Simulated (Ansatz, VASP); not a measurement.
**CdP in two plane-wave programs**

Wanted: the spread between two codes on one cell, functional and k mesh. The cell is invented: As first built, before any earlier steps moved the atoms (in the runner's words): it takes the SnP structure with some of its atoms replaced by other elements, volume scaled by an estimate. It may not be a known or stable phase. The cell is taken from a series of VASP runs on this material, whose earlier steps may have relaxed, scaled or displaced it; both programs get it as it stands. Valence electrons are named where the data sets of a main pair hold unlike numbers.

Method: plane waves, with VASP 6.6.1 beside it; band structure at r2SCAN, in Ansatz 0.2.0.

## Step 1: The starting structure

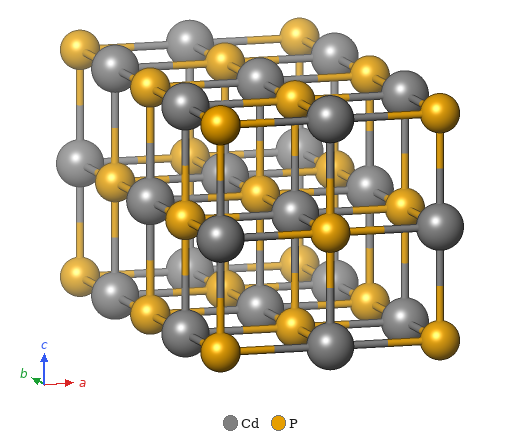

The cell as given, slightly off an axis (cadmium grey, phosphorus orange). 1×2×1 cells are drawn. This picture shows the conventional cell, with its axes. Some periodic images of atoms are drawn too.

As a file:

```xyz
2
Lattice="0.0000 2.8450 2.8450 2.8450 0.0000 2.8450 2.8450 2.8450 0.0000" Properties=species:S:1:pos:R:3 pbc="T T T"
Cd    2.8450    2.8450    2.8450
P     0.0000    0.0000    0.0000
```

## Step 2: VASP: band structure, r2SCAN

A single point gives forces, pressure and levels at one fixed geometry, so differences don't come from the geometry; what else differs is listed under the comparison.

Lines of VASP's logs that name or quote its potential files are left out, and so is its time.

INCAR reads:

```
SYSTEM = CdP
PREC = Accurate
ENCUT = 400
EDIFF = 1E-06
NELM = 100
ISMEAR = 0
SIGMA = 0.05
LREAL = .FALSE.
ALGO = Normal
METAGGA = R2SCAN
LASPH = .TRUE.
LORBIT = 11
LWAVE = .FALSE.
LCHARG = .FALSE.
```

POSCAR reads:

```
CdP
1.0
    0.0000000000      2.8450135600      2.8450135600
    2.8450135600      0.0000000000      2.8450135600
    2.8450135600      2.8450135600      0.0000000000
Cd P
1 1
Direct
    0.5000000000      0.5000000000      0.5000000000
    0.0000000000      0.0000000000      0.0000000000
```

KPOINTS reads:

```
Automatic mesh
0
Gamma
7 7 7
0 0 0
```

KPOINTS_OPT reads:

```
Line mode
16
Line-mode
Reciprocal
  0.00000000   0.00000000   0.00000000 GAMMA
  0.50000000   0.00000000   0.50000000 X

  0.50000000   0.00000000   0.50000000 X
  0.50000000   0.25000000   0.75000000 W

  0.50000000   0.25000000   0.75000000 W
  0.37500000   0.37500000   0.75000000 K

  0.37500000   0.37500000   0.75000000 K
  0.00000000   0.00000000   0.00000000 GAMMA

  0.00000000   0.00000000   0.00000000 GAMMA
  0.50000000   0.50000000   0.50000000 L

  0.50000000   0.50000000   0.50000000 L
  0.62500000   0.25000000   0.62500000 U

  0.62500000   0.25000000   0.62500000 U
  0.50000000   0.25000000   0.75000000 W

  0.50000000   0.25000000   0.75000000 W
  0.50000000   0.50000000   0.50000000 L

  0.50000000   0.50000000   0.50000000 L
  0.37500000   0.37500000   0.75000000 K

  0.62500000   0.25000000   0.62500000 U
  0.50000000   0.00000000   0.50000000 X
```

PAW data sets: Cd and P (PBE family, release 64).

Run with:

```sh
$ mpirun -np 1 vasp_std
```

Numbers of over 12 decimals in the logs are rounded to 6 here.

Output:

```text
[banner, memory and clock lines left out]
running    1 mpi-ranks, on    1 nodes
 distrk:  each k-point on    1 cores,    1 groups
 distr:  one band on    1 cores,    1 groups

 POSCAR found type information on POSCAR CdP
 POSCAR found :  2 types and       2 ions
|                                                                             |
|               ----> ADVICE to this user running VASP <----                  |
|                                                                             |
|     You enforced a specific xc type in the INCAR file but a different       |
|     [... a line on the potential file left out ...]
|     I HOPE YOU KNOW WHAT YOU ARE DOING!                                     |
|                                                                             |

 LDA part: xc-table for (None), standard interpolation
 POSCAR, INCAR and KPOINTS ok, starting setup
 FFT: planning ... GRIDC
 FFT: planning ... GRID_SOFT
 FFT: planning ... GRID
 WAVECAR not read
 entering main loop
       N       E                     dE             d eps       ncg     rms          rms(c)
DAV:   1     0.498893317426E+02    0.49889E+02   -0.69387E+03   480   0.101E+03
DAV:   2    -0.302813600531E+02   -0.80171E+02   -0.76146E+02   540   0.267E+02
DAV:   3    -0.331582134219E+02   -0.28769E+01   -0.28618E+01   584   0.513E+01
DAV:   4    -0.331736902453E+02   -0.15477E-01   -0.15472E-01   540   0.368E+00
DAV:   5    -0.331738358397E+02   -0.14559E-03   -0.14559E-03   592   0.335E-01    0.448E+00
DAV:   6    -0.284831900463E+02    0.46906E+01   -0.36638E+00   484   0.302E+01    0.649E+00
DAV:   7    -0.284578571452E+02    0.25333E-01   -0.15001E-01   556   0.523E+00    0.399E+00
DAV:   8    -0.284739165992E+02   -0.16059E-01   -0.72515E-02   512   0.398E+00    0.629E-01
DAV:   9    -0.284773895821E+02   -0.34730E-02   -0.71959E-03   552   0.913E-01    0.327E-01
DAV:  10    -0.284772217820E+02    0.16780E-03   -0.14721E-03   520   0.512E-01    0.616E-02
DAV:  11    -0.284772573230E+02   -0.35541E-04   -0.22744E-04   516   0.135E-01    0.513E-02
DAV:  12    -0.284772494554E+02    0.78676E-05   -0.40954E-05   572   0.964E-02    0.170E-02
DAV:  13    -0.284772504589E+02   -0.10035E-05   -0.97049E-06   548   0.397E-02    0.382E-03
DAV:  14    -0.284772497286E+02    0.73023E-06   -0.11123E-06   292   0.183E-02
   1 F= -.28477250E+02 E0= -.28475013E+02  d E =-.447294E-02
 Start KPOINTS_OPT (optional k-point list driver)
k-point batch [1-20\160]
       N       E                     dE             ncg
DAV:   1     0.257604041314E+03   -0.60670E+04      488
DAV:   2    -0.131939694694E+04   -0.15770E+04      528
DAV:   3    -0.137102037892E+04   -0.51623E+02      556
DAV:   4    -0.137128174533E+04   -0.26137E+00      584
DAV:   5    -0.137128387559E+04   -0.21303E-02      608
DAV:   6    -0.137128389841E+04   -0.22815E-04      604
DAV:   7    -0.137128389872E+04   -0.31389E-06      440
[...]
k-point batch [141-160\160]
       N       E                     dE             ncg
DAV:   1     0.136552446012E+03   -0.10653E+05      488
DAV:   2    -0.139761702340E+04   -0.15342E+04      552
DAV:   3    -0.144537589466E+04   -0.47759E+02      540
DAV:   4    -0.144556352347E+04   -0.18763E+00      616
DAV:   5    -0.144556512604E+04   -0.16026E-02      596
DAV:   6    -0.144556514632E+04   -0.20279E-04      620
DAV:   7    -0.144556514660E+04   -0.27792E-06      452
```

From OUTCAR (step 2):

```text
ion  position               nearest neighbor table
   1  0.500  0.500  0.500-   2 2.85   2 2.85   2 2.85   2 2.85   2 2.85   2 2.85
   2  0.000  0.000  0.000-   1 2.85   1 2.85   1 2.85   1 2.85   1 2.85   1 2.85

  LATTYP: Found a face centered cubic cell.
 ALAT       =     5.6900271200

 Subroutine GETGRP returns: Found 48 space group operations
 (whereof 48 operations were pure point group operations)

The static configuration has the point symmetry O_h .

 Found     20 irreducible k-points:

   k-points           NKPTS =     20   k-points in BZ     NKDIM =     20   number of bands    NBANDS=     12

   dimension x,y,z NGX =    28 NGY =   28 NGZ =   28
   dimension x,y,z NGXF=    56 NGYF=   56 NGZF=   56

   ENCUT  =  400.0 eV  29.40 Ry    5.42 a.u.   6.56  6.56  6.56*2*pi/ulx,y,z

   NELECT =      17.0000    total number of electrons

 k-points in reciprocal lattice and weights: Automatic mesh
   0.00000000  0.00000000  0.00000000       0.003
   0.14285714  0.00000000  0.00000000       0.023
   0.28571429  0.00000000  0.00000000       0.023
   0.42857143  0.00000000  0.00000000       0.023
   0.14285714  0.14285714  0.00000000       0.017
   0.28571429  0.14285714  0.00000000       0.070
   0.42857143  0.14285714  0.00000000       0.070
  -0.42857143  0.14285714  0.00000000       0.070
  -0.28571429  0.14285714  0.00000000       0.070
[...]
-0.42857143  0.42857143  0.14285714       0.070
  -0.28571429  0.42857143  0.14285714       0.070

 average (electrostatic) potential at core
       1 -44.2608       2 -88.6373

 E-fermi :   2.4848

 k-point     1 :       0.0000    0.0000    0.0000
  band No.  band energies     occupation
    ...
      2      -5.8753      2.00000
      3      -5.8753      2.00000
      4      -5.8401      2.00000
      5      -5.8400      2.00000
      6      -5.8400      2.00000
      7       2.7266      0.00000
      8       2.7266      0.00000
      9       2.7266      0.00000
     10       4.5918      0.00000
     11      11.0939      0.00000
    ...

 k-point     2 :       0.1429    0.0000    0.0000
  band No.  band energies     occupation
    ...
      3      -5.9087      2.00000
      4      -5.8488      2.00000
      5      -5.8151      2.00000
      6      -5.8151      2.00000
      7       1.2293      2.00000
      8       2.8111      0.00000
      9       2.8111      0.00000
     10       5.8840      0.00000
     11       9.9947      0.00000
     12      10.6865      0.00000

 k-point     3 :       0.2857    0.0000    0.0000
  band No.  band energies     occupation
    ...
      3      -5.9893      2.00000
      4      -5.8797      2.00000
      5      -5.7513      2.00000
      6      -5.7513      2.00000
      7      -0.7162      2.00000
      8       3.0321      0.00000
      9       3.0321      0.00000
     10       6.7200      0.00000
     11       9.0697      0.00000
     12       9.0697      0.00000

  Total       -2.2893857     -2.2893857     -2.2893857      0.0000000      0.0000000      0.0000000
  in kB      -79.6428033    -79.6428033    -79.6428033      0.0000000      0.0000000      0.0000000
  external PRESSURE =     -79.6428033 kB  Pullay stress =       0.0000000 kB

  energy-cutoff  :      400.00
  volume of cell :       46.06
      direct lattice vectors                 reciprocal lattice vectors
     0.000000000  2.845013560  2.845013560    -0.175746087  0.175746087  0.175746087
     2.845013560  0.000000000  2.845013560     0.175746087 -0.175746087  0.175746087
     2.845013560  2.845013560  0.000000000     0.175746087  0.175746087 -0.175746087

 POSITION                                       TOTAL-FORCE (eV/Angst)
 -----------------------------------------------------------------------------------
      2.84501      2.84501      2.84501        -0.000000     -0.000000      0.000000
      0.00000      0.00000      0.00000         0.000000      0.000000     -0.000000
 -----------------------------------------------------------------------------------
    total drift:                                0.000000      0.000000      0.000000

  FREE ENERGIE OF THE ION-ELECTRON SYSTEM (eV)
  ---------------------------------------------------
  free  energy   TOTEN  =       -28.4772497286 eV

  energy  without entropy=      -28.4727767845  energy(sigma->0) =      -28.47501326

 total charge
# of ion       s       p       d       tot
------------------------------------------
    1        0.424   0.254   9.529  10.207
    2        1.080   1.322   0.000   2.402
--------------------------------------------------
tot          1.504   1.576   9.529  12.610

[... 3 further parts left out ...]
```

At this level the cell is under a tension of 8.0 GPa, so at these settings it is away from equilibrium.

## Step 3: Ansatz: band structure, r2SCAN

Ansatz runs on its default PAW (the set named soft_2) files.

The same cell, functional, mesh and smearing now go to Ansatz, which takes its cutoff from its data sets.

input.yaml reads:

```yaml
crystal:
  lattice:
    - [0.0, 2.84501356, 2.84501356]
    - [2.84501356, 0.0, 2.84501356]
    - [2.84501356, 2.84501356, 0.0]
  atoms:
    - { symbol: Cd, position: [0.5, 0.5, 0.5] }
    - { symbol: P, position: [0.0, 0.0, 0.0] }
hamiltonian:
  xc: r2scan
  pseudopotentials: { kind: paw }
kpoints:
  mp_grid: { grid: [7, 7, 7] }
  band_path:
    path:
      - [0.0, 0.0, 0.0]
      - [0.16667, 0.0, 0.16667]
      - [0.33333, 0.0, 0.33333]
      - [0.5, 0.0, 0.5]
      - [0.5, 0.08333, 0.58333]
      - [0.5, 0.18333, 0.68333]
      - [0.5, 0.25, 0.75]
      - [0.45, 0.3, 0.75]
      - [0.40833, 0.34167, 0.75]
      - [0.35, 0.35, 0.7]
      - [0.225, 0.225, 0.45]
      - [0.075, 0.075, 0.15]
      - [0.03333, 0.03333, 0.03333]
      - [0.23333, 0.23333, 0.23333]
      - [0.4, 0.4, 0.4]
      - [0.51667, 0.46667, 0.51667]
      - [0.55833, 0.38333, 0.55833]
      - [0.60833, 0.28333, 0.60833]
      - [0.60833, 0.25, 0.64167]
      - [0.55833, 0.25, 0.69167]
      - [0.51667, 0.25, 0.73333]
      - [0.5, 0.3, 0.7]
      - [0.5, 0.38333, 0.61667]
      - [0.5, 0.48333, 0.51667]
      - [0.475, 0.475, 0.55]
      - [0.425, 0.425, 0.65]
      - [0.38333, 0.38333, 0.73333]
      - [0.59167, 0.18333, 0.59167]
      - [0.55, 0.1, 0.55]
      - [0.5, 0.0, 0.5]
    npoints: 1
scf:
  occupations: { method: gaussian, width: 0.05 }
  n_extra_bands: 7
output:
  forces: true
  stress: true
  eigenvalues: true
  write_density: true
  write_potential: true
  elf: true
  volumetric_format: npy
```

Run with:

```sh
$ ansatz run input.yaml --threads 2 --pin off --max-ram 4608MiB --backend cpu --events-out ev --progress --plain --runs-dir out
```

Output:

```text
scf.n_extra_bands = 7 over 13 filled bands (N_el = 25.0): the run solves 20 bands
Engine: ansatz 0.2.0, aarch64-unknown-linux-gnu
Pseudopotentials: kind: paw
Pseudopotential: Cd, paw, valence charge 20, recommended cutoff 500 eV (meta_gga), Cd.paw.azcp
Pseudopotential: P, paw, valence charge 5, recommended cutoff 500 eV (meta_gga), P.paw.azcp
Functional definition: r2SCAN
  parameter k0 = 0.174
  parameter k1 = 0.065
  parameter a1 = 4.9479
  exchange = r2scan_x(k0 = k0, k1 = k1, a1 = a1)
  correlation = r2scan_c
Crystal: 2 atoms, lattice volume = 46.056 Å³
Basis set: ecut = 500 eV, 1211 PW (Γ), exchange–correlation on 120×120×120 points (64 copies of the dense FFT grid, shifted against one another)
Bands: 20, of which v1, the nominal top of the filled ones, is band 13 counted from 1 (12 counted from 0)
Symmetry: 48 space group operations
Space group: Fm-3m (ITA 225), of the structure as read, at distance tolerance 3.6e-5 Å
k-points: 20 of 343
Non-local potential: Cd, projectors of the file, l = 0: 3, l = 1: 2, l = 2: 2, l = 3: 1
Non-local potential: P, projectors of the file, l = 0: 2, l = 1: 2, l = 2: 2
PAW form: soft (Blöchl's): semilocal exchange-correlation on the pseudo side does not see the compensation charge
PAW frozen core: Cd, regenerated for the run's functional (the file was generated under x = pbe(κ = 0.804, μ = 0.219515), c = pbe(β = 0.066725))
PAW frozen core: P, regenerated for the run's functional (the file was generated under x = pbe(κ = 0.804, μ = 0.219515), c = pbe(β = 0.066725))
PAW one-centre angular grid: Cd, 590 points (default); XC on 160 Gauss nodes
PAW one-centre angular grid: P, 302 points (default); XC on 160 Gauss nodes
Initial density: superposition of atomic densities (neutral atoms: chi_scale 0, normalization atom), corrected by the library's trained network
Initial wavefunctions: pseudopotential atomic-orbital guess
Functional: x = r2scan, c = r2scan; τ floored in thin density (d = 2e-4 eV/Å³)
SCF iter   1: F=—  HF=-9026.769571 eV  |F-HF|=—  |Δ(HF+E_count)|=         —  Δρ=5.74e-3  dr2=7.78e-3  dr2_τ=1.07e-2  ethr=1.77e-3  ⟨swp⟩=5.8  Hψ=1971  notcnv=0  defer=9
preconditioner: auto → Kerker (q_TF=auto, 2.464 Å⁻¹)  [metal: Δε(μ)=0.027 eV  Ē_g=14.965 eV  σ=0.050 eV  W_gap=0.29  n_scr=14 (ndim 8)  ℏωp=22.6 eV  f_vac=0.000  D(μ)=3.63/eV (n_scr^D=50)]
SCF iter   2: F=—  HF=-9026.776218 eV  |F-HF|=—  |Δ(HF+E_count)|=   6.65e-3  Δρ=3.36e-3  dr2=2.33e-3  dr2_τ=4.40e-4  ethr=3.11e-5  ⟨swp⟩=2.6  Hψ=826  notcnv=0  defer=48
SCF iter   3: F=—  HF=-9026.777400 eV  |F-HF|=—  |Δ(HF+E_count)|=   1.18e-3  Δρ=6.42e-4  dr2=1.77e-4  dr2_τ=1.26e-5  ethr=9.33e-6  ⟨swp⟩=1.9  Hψ=392  notcnv=0  defer=48
SCF iter   4: F=—  HF=-9026.777500 eV  |F-HF|=—  |Δ(HF+E_count)|=   9.99e-5  Δρ=1.71e-4  dr2=2.17e-5  dr2_τ=9.39e-7  ethr=7.08e-7  ⟨swp⟩=2.4  Hψ=556  notcnv=0  defer=48
SCF iter   5: F=—  HF=-9026.777501 eV  |F-HF|=—  |Δ(HF+E_count)|=   5.20e-7  Δρ=5.44e-5  dr2=6.70e-7  dr2_τ=1.40e-7  ethr=8.69e-8  ⟨swp⟩=2.2  Hψ=508  notcnv=0  defer=48
SCF iter   6: F=-9026.777501 eV  HF=-9026.777501 eV  |F-HF|=9.54e-9  |Δ(HF+E_count)|=   1.49e-7  Δρ=7.25e-6  dr2=3.62e-8  dr2_τ=1.72e-9  ethr=4.00e-10  ⟨swp⟩=13.6  Hψ=2797  notcnv=0
SCF 1 converged in 6 iterations: F = -9026.777501 eV  dr2 = 3.62e-8
  greatest PAW one-centre occupation: 1.001 electrons in one spin orbital (limit 2), on the Cd atom at site 0 (counted from 0), in its partial waves of l = 1
NSCF: frozen V_eff on 30 k-points
SCF converged after 6 iterations
Free energy (F): -9026.777501 eV
Harris-Foulkes:  -9026.777501 eV  (|F-HF|=9.54e-9)
Internal energy: -9026.772951 eV  (E = F + TS)
E sigma→0 (E₀):  -9026.775226 eV
Entropy (-TS):   -0.004550 eV (-2.275 meV/atom)
Fermi energy:    8.421772 eV
--- Per-component energies (eV) ---
  E_band       = -503.452413
  E_kinetic    = 570.391502
  E_local      = -3748.195115  (includes V_loc(G=0)·N_el)
  E_nonlocal   = 67.423561
  E_hartree    = 1731.401205
  E_xc         = -224.336437
  E_vxc        = -307.484870  (∫ρ·V_xc dr)
  E_paw        = -4681.425097  (= ΣΔE_a)
  E_vpaw       = -568.474130  (= ΣTr[D̂ρ^β])
  E_aug_tail   = 0.000006  (compensation charges beyond the density's cutoff)
  E_vtau       = 20.074102  (kinetic-family band-sum trace: ∫τ·v_τ [+ j·A + Jᵃ·Aᵃ] dr)
  E_ewald      = -2741.376963
  E_core_change = -0.655613  (= ΣΔE_core)
  E_smearing   = -0.004550  (= −TS)
  E_closure    = 0.000000  (closes the sum)
  Σ components = -9026.777501   (vs F -9026.777501, Δ=0.00e0)
--- Forces (eV/Å), atoms counted from 1 ---
  atom   1  Cd     0.00000000     0.00000000     0.00000000
  atom   2  P     -0.00000000     0.00000000    -0.00000000
  max |Σ_I F_I| component: 1.33e-28 eV/Å
--- Stress (GPa, compression-positive) ---
       -7.734050      -0.000000      -0.000000
        0.000000      -7.734050      -0.000000
       -0.000000       0.000000      -7.734050
  P = ⅓ Tr σ = -7.7340 GPa (-77.340 kbar)
--- Band table (eV; the first three rows and the last of 20) ---
  k-point 0: bands = [... 9 lower, 0.0595, 8.6495, 8.6495, 8.6495, 10.5507, 16.9918, 16.9918, 16.9918, ... 3 higher]
  k-point 1: bands = [... 9 lower, 0.0843, 7.1640, 8.7372, 8.7372, 11.8368, 15.8845, 16.5926, 16.5926, ... 3 higher]
  k-point 2: bands = [... 9 lower, 0.1474, 5.2241, 8.9656, 8.9656, 12.6595, 14.9879, 14.9879, 15.3280, ... 3 higher]
  k-point 19: bands = [... 9 lower, 1.2234, 5.1361, 5.5478, 6.8689, 11.7930, 14.9591, 16.2077, 16.7881, ... 3 higher]
```

Wall time 2.5 s (2 threads of Arm Neoverse V2, shared host); peak memory 0.41 GiB.

## Step 4: Side by side

Known differences besides the potentials themselves: VASP keeps PBE cores, Ansatz makes them for the functional; the data sets hold 25 valence electrons in Ansatz (on its default PAW (the set named soft_2) files) and 17 in VASP; the cutoff is 500 eV in Ansatz and 400 eV in VASP. Total energies have different zeros and are not compared.

Both answers:

| quantity | Ansatz | VASP | difference |
| --- | --- | --- | --- |
| pressure (GPa) | -7.73 | -7.96 | +0.23 |
| pressure without Ansatz's Pulay correction (GPa) | -7.79 | -7.96 | +0.17 |

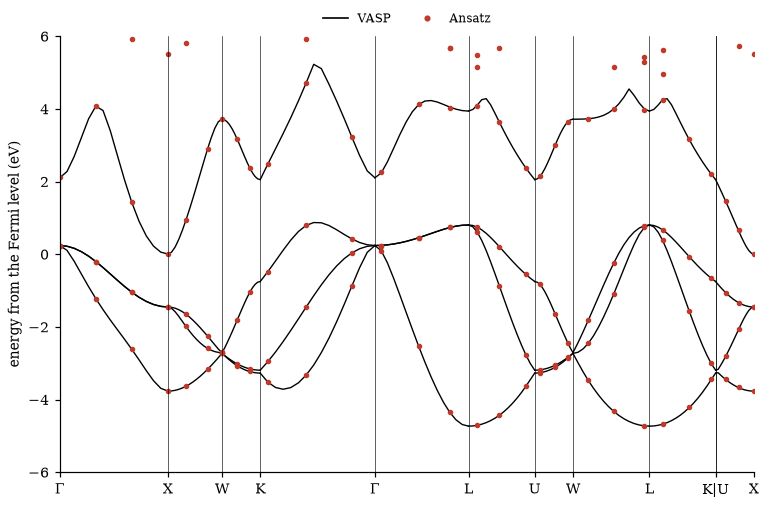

Bands from VASP (lines) and levels from Ansatz (dots). Dots without a line are higher empty bands that the VASP plot leaves out.

Levels from 3 eV below to 2 eV above the Fermi level differ by 7 meV r.m.s. and 15 meV at most; each VASP level is matched to the nearest of Ansatz, which flatters the figure a little. Ansatz's pressure holds a Pulay correction of 0.06 GPa; VASP's holds none.

## Step 5: Results

```
r.m.s. difference of levels near the Fermi level (band structure, r2SCAN) : 6.6 meV
```

**Reading.** The r.m.s. difference of levels near the Fermi level is 6.6 meV (band structure, r2SCAN), within the 80 meV picked in this series as the mark of a large difference. The data sets hold unlike numbers of valence electrons (25 in Ansatz and 17 in VASP), so part of the differences comes from the potentials. Such differences can come from data sets, numerical settings and the points named under the comparisons, not from the functional's error against experiment.

[Lines on the potential files, build, host, timing and source positions are cut from VASP's logs without a mark.]

[Logs are printed without paths, hosts, clocks, repeated set-up lines and the standing remarks that a program may print on its own settings, such as how far it seeks lower states.]

[Hosts, paths, dates, database ids (printed as entryN), source tags and the programs' standing remarks are cut or masked in the printed files.]
